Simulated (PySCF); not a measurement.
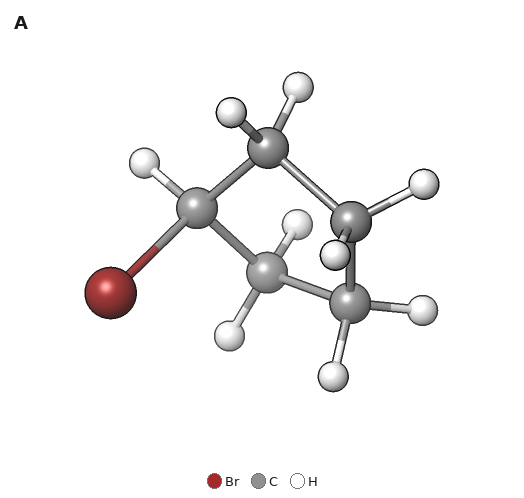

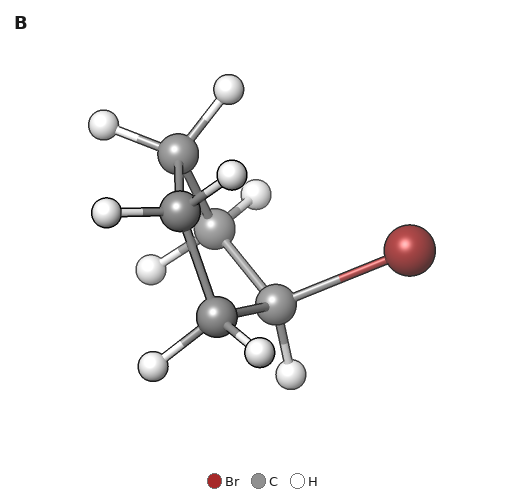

Depth is shown by fading: the farther an atom, the more it takes the colour of the background. The geometry was computed by an optimisation with PBE0-D3(BJ)/def2-SVP. No frequency run is at hand to confirm it as a minimum.

How are A and B related: the same structure turned, mirror images, conformers, diastereomers or constitutional isomers?

Answer. They are the same structure, C5H9Br (BrC1CCCC1), seen from two directions. With point group Cs it is achiral, so its mirror image would be the same too.
